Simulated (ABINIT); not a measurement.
## Converging GW for BAs (F-43m) in ABINIT

What does each rung of G0W0 on BAs (F-43m) cost, and what does it buy?

Main program and level: ABINIT 10.8.3; PBE and many-body steps on it, plane waves.

**1. The starting structure**

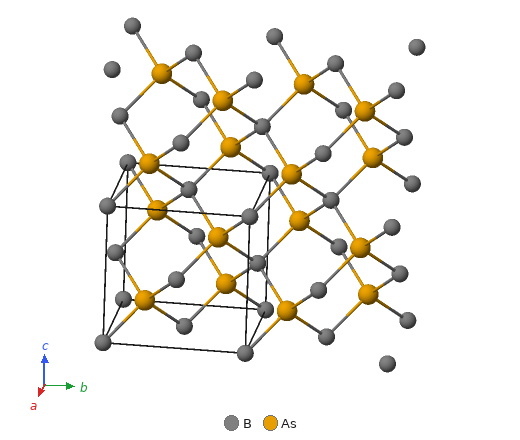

The cell as given, slightly off an axis (boron grey, arsenic orange). 1×2×2 cells are drawn. This picture shows the conventional cell, with its axes. Bonds to atoms that aren't drawn are left out. Some periodic images of atoms are drawn too.

The cell and positions come from the Crystallography Open Database and are kept as given unless a step says otherwise.

**2. Empty states on the mesh, 6×6×6 mesh, 516 bands**

This step: ABINIT 10.8.3; DFT, PBE, plane waves, norm-conserving pseudopotentials.

The sums over transitions need many empty states on a uniform mesh; this step solves for them.

The input, run.abi:

```
acell 3*1.0 Angstrom
rprim 
  -0.000000000000 2.388500000000 2.388500000000
  2.388500000000 -0.000000000000 2.388500000000
  2.388500000000 2.388500000000 -0.000000000000
ntypat 2
znucl 5 33
natom 2
typat 1 2
xred 
  0.000000000000 0.000000000000 0.000000000000
  0.250000000000 0.250000000000 0.250000000000
pp_dirpath "pseudos"
pseudos "B.upf, As.upf"
ecut 44
ngkpt 6 6 6
nshiftk 1
shiftk 0 0 0
kptopt 1
chksymbreak 0
irdden 1
istwfk *1
nband 516
prtvol 0
optdriver 6
gwr_task "HDIAGO"
paral_kgb 0
occopt 1
indata_prefix "in"
outdata_prefix "out"
tmpdata_prefix "tmp"
```

The run is started by

```bash
$ OMP_NUM_THREADS=1 mpirun -n 4 abinit run.abi > log
```

Log:

```text
.Version 10.8.3 of ABINIT. v10.8.2 released Aug 2026.

 Symmetries : space group F-4 3 m (#216); Bravais cF (face-center cubic)
[... echo of the input left out ...]
== DATASET  1 ==================================================================
-   mpi_nproc: 4, omp_nthreads: 1 (-1 if OMP is not activated)

--- !DatasetInfo
iteration_state: {dtset: 1, }
dimensions: {natom: 2, nkpt: 16, mband: 516, nsppol: 1, nspinor: 1, nspden: 1, mpw: 2637, }
cutoff_energies: {ecut:  44.0, pawecutdg:  -1.0, }
[...]
Indirect band gap semiconductor
 Fundamental gap:     1.293 (eV)
   VBM:     7.999 (eV) at k: [ 0.0000E+00,  0.0000E+00,  0.0000E+00]
   CBM:     9.292 (eV) at k: [ 3.3333E-01,  3.3333E-01,  0.0000E+00]
 Direct gap:         3.289 (eV) at k: [ 0.0000E+00,  0.0000E+00,  0.0000E+00]

== END DATASET(S) ==============================================================
================================================================================

 -outvars: echo values of variables after computation  --------
           etotal      0.0000000000E+00
            nband         516
             nkpt          16
          spgroup         216
 [... the other variables as echoed above ...]

 Calculation completed.
```

Wall time 62 s (4 MPI ranks of Arm Neoverse V1, shared host); peak memory 1.7 GiB.

Numbers from this step:

- gap: 1.293 eV
- k of the valence top: 0, 0, 0
- k of the conduction bottom: 0.3333, 0.3333, 0
- least direct gap: 3.289 eV
- k points computed: 16
- lowest point of the top converged band, above the valence top: 374.9317 eV

On this mesh the gap is 1.293 eV.

The density comes from a self-consistent run that is not shown.

**3. Screening, 6×6×6 mesh, 74 bands, screening to 125.2 eV**

The RPA dielectric matrix is built and inverted for each q.

This step: RPA screening on PBE, plane waves, norm-conserving pseudopotentials.

Edit run.abi of step 2 so:

```diff
@@ -20,10 +20,11 @@
 chksymbreak 0
-irdden 1
 istwfk *1
-nband 516
-prtvol 0
-optdriver 6
-gwr_task "HDIAGO"
-paral_kgb 0
 occopt 1
+irdwfk 1
+optdriver 3
+nband 74
+ecuteps 4.6
+inclvkb 2
+awtr 1
+symchi 1
 indata_prefix "in"
```

Log:

```text
.Version 10.8.3 of ABINIT. v10.8.2 released Aug 2026.

 Symmetries : space group F-4 3 m (#216); Bravais cF (face-center cubic)
[... echo of the input left out ...]
== DATASET  1 ==================================================================
-   mpi_nproc: 4, omp_nthreads: 1 (-1 if OMP is not activated)

--- !DatasetInfo
iteration_state: {dtset: 1, }
dimensions: {natom: 2, nkpt: 16, mband: 74, nsppol: 1, nspinor: 1, nspden: 1, mpw: 2637, }
cutoff_energies: {ecut:  44.0, pawecutdg:  -1.0, }
electrons: {nelect:   2.60000000E+01, charge:   0.00000000E+00, occopt:   1.00000000E+00, tsmear:   1.00000000E-02, }

 SCREENING: Calculation of the susceptibility and dielectric matrices

 Based on a program developped by R.W. Godby, V. Olevano, G. Onida, and L. Reining.
 Incorporated in ABINIT by V. Olevano, G.-M. Rignanese, and M. Torrent.
.Using double precision arithmetic ; gwpc =  8

[... cell and pseudopotentials left out ...]
--------------------------------------------------------------------------------

 ==== K-mesh for the wavefunctions ====
 Number of points in the irreducible wedge :    16
[... list of points left out ...]
 Together with 24 symmetry operations and time-reversal symmetry
 yields   216 points in the full Brillouin Zone.

 ==== Q-mesh for the screening function ====
 Number of points in the irreducible wedge :    16
[... list of points left out ...]
 Together with 24 symmetry operations and time-reversal symmetry
 yields   216 points in the full Brillouin Zone.

 setmesh: FFT mesh size selected  =    25x   25x   25
          total number of points  =        15625

 vcoul_init : cutoff-mode = AUXILIARY_FUNCTION
 q-points for optical limit:   1
     1)      0.000010    0.000020    0.000030

- screening: taking advantage of time-reversal symmetry
- Maximum band index for partially occupied states nbvw = 13
- Remaining bands to be divided among processors   nbcw = 61
- Number of bands treated by each node ~15

 Number of electrons calculated from density =   26.0000; Expected =   26.0000
 average of density, n =  0.141374
 r_s =    1.1908
 omega_plasma =   36.2695 [eV]

 calculating chi0 at frequencies [eV] :
  1    0.000000E+00    0.000000E+00
  2    0.000000E+00    3.626946E+01

--------------------------------------------------------------------------------
  q-point number  1        q = ( 0.000000, 0.000000, 0.000000) [r.l.u.]
--------------------------------------------------------------------------------
[... chi0 elements left out ...]
 For q-point:  0.000010 0.000020 0.000030
  dielectric constant =  10.5265
  dielectric constant without local fields =  11.5018

  Average fulfillment of the sum rule on Im[epsilon] for q-point    1 :     40.88  [%]
[... wings left out ...]
  q-point number  2        q = ( 0.166667, 0.000000, 0.000000) [r.l.u.]
--------------------------------------------------------------------------------
[... chi0 elements left out ...]
  Average fulfillment of the sum rule on Im[epsilon] for q-point    2 :     49.06  [%]

 [... 14 further q-points ...]
```

Wall time 54 s (4 MPI ranks); peak memory 0.85 GiB.

Numbers from this step:

- ε∞ with local fields, on this mesh, along the program's q direction: 10.53
- the same without local fields: 11.50
- plasma frequency: 36.27 eV
- plane waves in the screening matrix: 65

Local fields lower ε∞ by 8 %.

**4. 74 bands, 125.2 eV**

The self-energy is evaluated for the states that the input lists, and the levels follow from it, in one-shot runs by the linearised quasiparticle equation.

This step: G0W0 on PBE, plane waves, norm-conserving pseudopotentials.

Edit run.abi of step 3 so:

```diff
@@ -23,8 +23,21 @@
 irdwfk 1
-optdriver 3
+optdriver 4
 nband 74
+gwcalctyp 0
+ecutsigx 44
+symsigma 1
+nkptgw 4
+kptgw 
+  0.0000000000 0.0000000000 0.0000000000
+  0.3333333333 0.3333333333 0.0000000000
+  0.5000000000 0.0000000000 0.0000000000
+  0.5000000000 0.5000000000 0.0000000000
+bdgw 
+  11 16
+  12 15
+  12 16
+  12 15
 ecuteps 4.6
-inclvkb 2
-awtr 1
-symchi 1
+irdscr 1
+ppmodel 1
 indata_prefix "in"
```

Log:

```text
.Version 10.8.3 of ABINIT. v10.8.2 released Aug 2026.

 Symmetries : space group F-4 3 m (#216); Bravais cF (face-center cubic)
[... echo of the input left out ...]
== DATASET  1 ==================================================================
-   mpi_nproc: 4, omp_nthreads: 1 (-1 if OMP is not activated)

--- !DatasetInfo
iteration_state: {dtset: 1, }
dimensions: {natom: 2, nkpt: 16, mband: 74, nsppol: 1, nspinor: 1, nspden: 1, mpw: 2637, }
cutoff_energies: {ecut:  44.0, pawecutdg:  -1.0, }
electrons: {nelect:   2.60000000E+01, charge:   0.00000000E+00, occopt:   1.00000000E+00, tsmear:   1.00000000E-02, }

 SIGMA: Calculation of the GW corrections

 Based on a program developped by R.W. Godby, V. Olevano, G. Onida, and L. Reining.
 Incorporated in ABINIT by V. Olevano, G.-M. Rignanese, and M. Torrent.
.Using double precision arithmetic ; gwpc =  8

[... cell and pseudopotentials left out ...]
--------------------------------------------------------------------------------

 ==== K-mesh for the wavefunctions ====
 Number of points in the irreducible wedge :    16
[... list of points left out ...]
 Together with 24 symmetry operations and time-reversal symmetry
 yields   216 points in the full Brillouin Zone.

 ==== Q-mesh for screening function ====
 Number of points in the irreducible wedge :    16
[... list of points left out ...]
 Together with 24 symmetry operations and time-reversal symmetry
 yields   216 points in the full Brillouin Zone.

 vcoul_init : cutoff-mode = AUXILIARY_FUNCTION
 q-points for optical limit:   1
     1)      0.000010    0.000020    0.000030
 setmesh: FFT mesh size selected  =    40x   40x   40
          total number of points  =        64000

 Number of electrons calculated from density =   26.0000; Expected =   26.0000
 average of density, n =  0.141374
 r_s =    1.1908
 omega_plasma =   36.2695 [eV]

 === KS Band Gaps ===
  >>>> For spin  1
   Minimum direct gap =   3.2894 [eV], located at k-point      :   0.0000  0.0000  0.0000
   Fundamental gap    =   1.2928 [eV], Top of valence bands at :   0.0000  0.0000  0.0000
                                       Bottom of conduction at :   0.3333  0.3333  0.0000
 SIGMA fundamental parameters:
 PLASMON POLE MODEL  1
 number of plane-waves for SigmaX                 2637
 number of plane-waves for SigmaC and W             65
 number of plane-waves for wavefunctions          2637
 number of bands                                    74
 number of independent spin polarizations            1
 number of spinorial components                      1
 number of k-points in IBZ                          16
 number of q-points in IBZ                          16
 number of symmetry operations                      24
 number of k-points in BZ                          216
 number of q-points in BZ                          216
 number of frequencies for dSigma/dE                 9
 frequency step for dSigma/dE [eV]                0.25
 number of omega for Sigma on real axis              0
 max omega for Sigma on real axis  [eV]           0.00
 zcut for avoiding poles [eV]                     0.10

 EPSILON^-1 parameters (SCR file):
 dimension of the eps^-1 matrix on file             65
 dimension of the eps^-1 matrix used                65
 number of plane-waves for wavefunctions          2637
 number of bands                                    74
 number of q-points in IBZ                          16
 number of frequencies                               2
 number of real frequencies                          1
 number of imag frequencies                          1

 matrix elements of self-energy operator (all in [eV])

 Perturbative Calculation

--- !SelfEnergy_ee
iteration_state: {dtset: 1, }
kpoint     : [   0.000,    0.000,    0.000, ]
spin       : 1
KS_gap     :    3.289
QP_gap     :    4.076
Delta_QP_KS:    0.786
data: !SigmaeeData |
     Band     E0 <VxcDFT>   SigX SigC(E0)      Z dSigC/dE  Sig(E)    E-E0       E
       11   7.999 -14.188 -15.543   0.924   0.808  -0.237 -14.536  -0.348   7.651
       12   7.999 -14.188 -15.543   0.924   0.808  -0.237 -14.536  -0.348   7.651
       13   7.999 -14.188 -15.543   0.924   0.808  -0.237 -14.536  -0.348   7.651
       14  11.288 -13.053  -8.369  -4.143   0.810  -0.234 -12.614   0.438  11.726
       15  11.288 -13.053  -8.369  -4.143   0.810  -0.234 -12.614   0.438  11.726
       16  11.288 -13.053  -8.369  -4.143   0.810  -0.234 -12.614   0.438  11.726

--- !SelfEnergy_ee
iteration_state: {dtset: 1, }
kpoint     : [   0.333,    0.333,    0.000, ]
spin       : 1
KS_gap     :    4.744
QP_gap     :    5.508
Delta_QP_KS:    0.763
data: !SigmaeeData |
     Band     E0 <VxcDFT>   SigX SigC(E0)      Z dSigC/dE  Sig(E)    E-E0       E
[...]
--- !SelfEnergy_ee
iteration_state: {dtset: 1, }
kpoint     : [   0.500,    0.000,    0.000, ]
spin       : 1
KS_gap     :    4.519
QP_gap     :    5.299
Delta_QP_KS:    0.780
data: !SigmaeeData |
     Band     E0 <VxcDFT>   SigX SigC(E0)      Z dSigC/dE  Sig(E)    E-E0       E
[...]
--- !SelfEnergy_ee
iteration_state: {dtset: 1, }
kpoint     : [   0.500,    0.500,    0.000, ]
spin       : 1
KS_gap     :    5.527
QP_gap     :    6.258
Delta_QP_KS:    0.732
data: !SigmaeeData |
     Band     E0 <VxcDFT>   SigX SigC(E0)      Z dSigC/dE  Sig(E)    E-E0       E
[...]
13   3.925 -13.085 -16.210   2.322   0.795  -0.258 -13.723  -0.639   3.286
       14   9.452 -11.169  -7.018  -4.038   0.817  -0.224 -11.076   0.093   9.545
       15   9.457 -11.373  -7.114  -4.070   0.820  -0.219 -11.218   0.155   9.612

== END DATASET(S) ==============================================================
================================================================================

 -outvars: echo values of variables after computation  --------
           etotal      0.0000000000E+00
            nband          74
             nkpt          16
          spgroup         216
 [... the other variables as echoed above ...]

 Calculation completed.
```

The job ended after 8.4 s (4 MPI ranks; peak memory 0.83 GiB; 33 s of CPU time).

Numbers from this step:

```yaml
g0w0_gap_on_the_mesh: 1.802 eV
starting_gap_on_the_mesh: 1.293 eV
k_of_the_valence_top: 0, 0, 0
k_of_the_conduction_bottom: 0.3333, 0.3333, 0
z_at_the_valence_top: 0.808
z_at_the_conduction_bottom: 0.817
least_direct_g0w0_gap_on_the_computed_points: 4.075 eV
```

The gap on the mesh goes from 1.29 eV to 1.80 eV, a correction of +0.51 eV.

**5. Screening, 6×6×6 mesh, 111 bands, screening to 170.3 eV**

This step: RPA screening on PBE, plane waves, norm-conserving pseudopotentials.

Edit run.abi of step 4 so:

```diff
@@ -23,21 +23,8 @@
 irdwfk 1
-optdriver 4
-nband 74
-gwcalctyp 0
-ecutsigx 44
-symsigma 1
-nkptgw 4
-kptgw 
-  0.0000000000 0.0000000000 0.0000000000
-  0.3333333333 0.3333333333 0.0000000000
-  0.5000000000 0.0000000000 0.0000000000
-  0.5000000000 0.5000000000 0.0000000000
-bdgw 
-  11 16
-  12 15
-  12 16
-  12 15
-ecuteps 4.6
-irdscr 1
-ppmodel 1
+optdriver 3
+nband 111
+ecuteps 6.26
+inclvkb 2
+awtr 1
+symchi 1
 indata_prefix "in"
```

Log:

```text
.Version 10.8.3 of ABINIT. v10.8.2 released Aug 2026.

 Symmetries : space group F-4 3 m (#216); Bravais cF (face-center cubic)
[... echo of the input left out ...]
== DATASET  1 ==================================================================
-   mpi_nproc: 4, omp_nthreads: 1 (-1 if OMP is not activated)

--- !DatasetInfo
iteration_state: {dtset: 1, }
dimensions: {natom: 2, nkpt: 16, mband: 111, nsppol: 1, nspinor: 1, nspden: 1, mpw: 2637, }
cutoff_energies: {ecut:  44.0, pawecutdg:  -1.0, }
electrons: {nelect:   2.60000000E+01, charge:   0.00000000E+00, occopt:   1.00000000E+00, tsmear:   1.00000000E-02, }

 SCREENING: Calculation of the susceptibility and dielectric matrices

 Based on a program developped by R.W. Godby, V. Olevano, G. Onida, and L. Reining.
 Incorporated in ABINIT by V. Olevano, G.-M. Rignanese, and M. Torrent.
.Using double precision arithmetic ; gwpc =  8

[... cell and pseudopotentials left out ...]
--------------------------------------------------------------------------------

 ==== K-mesh for the wavefunctions ====
 Number of points in the irreducible wedge :    16
[... list of points left out ...]
 Together with 24 symmetry operations and time-reversal symmetry
 yields   216 points in the full Brillouin Zone.

 ==== Q-mesh for the screening function ====
 Number of points in the irreducible wedge :    16
[... list of points left out ...]
 Together with 24 symmetry operations and time-reversal symmetry
 yields   216 points in the full Brillouin Zone.

 setmesh: FFT mesh size selected  =    25x   25x   25
          total number of points  =        15625

 vcoul_init : cutoff-mode = AUXILIARY_FUNCTION
 q-points for optical limit:   1
     1)      0.000010    0.000020    0.000030

- screening: taking advantage of time-reversal symmetry
- Maximum band index for partially occupied states nbvw = 13
- Remaining bands to be divided among processors   nbcw = 98
- Number of bands treated by each node ~24

 Number of electrons calculated from density =   26.0000; Expected =   26.0000
 average of density, n =  0.141374
 r_s =    1.1908
 omega_plasma =   36.2695 [eV]

 calculating chi0 at frequencies [eV] :
  1    0.000000E+00    0.000000E+00
  2    0.000000E+00    3.626946E+01

--------------------------------------------------------------------------------
  q-point number  1        q = ( 0.000000, 0.000000, 0.000000) [r.l.u.]
--------------------------------------------------------------------------------
[... chi0 elements left out ...]
 For q-point:  0.000010 0.000020 0.000030
  dielectric constant =  10.5104
  dielectric constant without local fields =  11.5091

  Average fulfillment of the sum rule on Im[epsilon] for q-point    1 :     50.59  [%]
[... wings left out ...]
  q-point number  2        q = ( 0.166667, 0.000000, 0.000000) [r.l.u.]
--------------------------------------------------------------------------------
[... chi0 elements left out ...]
  Average fulfillment of the sum rule on Im[epsilon] for q-point    2 :     59.79  [%]

 [... 14 further q-points ...]
```

Wall time 1.7 min (4 MPI ranks); peak memory 1 GiB; 6.8 min of CPU time.

This step gave:

- ε∞ with local fields, on this mesh, along the program's q direction: 10.51
- the same without local fields: 11.51
- plasma frequency: 36.27 eV
- plane waves in the screening matrix: 137

[end of part 1 of 2]

[Paths, hosts, dates, memory and timing lines, banners, echoed tables and standing remarks are left out of the program output.]

[Logs are printed without paths, hosts, clocks, repeated set-up lines and the standing remarks that a program may print on its own settings, such as how far it seeks lower states.]

[Runs of the session that timed out or met a known fault of the program may be left out.]

[Hosts, paths, dates, database ids (printed as entryN), source tags and the programs' standing remarks are cut or masked in the printed files.]

[G0W0 gaps are taken among the corrected bands and points alone; a level outside them can change the order at an edge.]

[Where Ansatz stands beside ABINIT at settings called matched, ABINIT's density can come from a denser mesh and the files from another edition; pairs whose starting gaps differed by over 0.03 eV were left out, so agreement reads better than it is.]
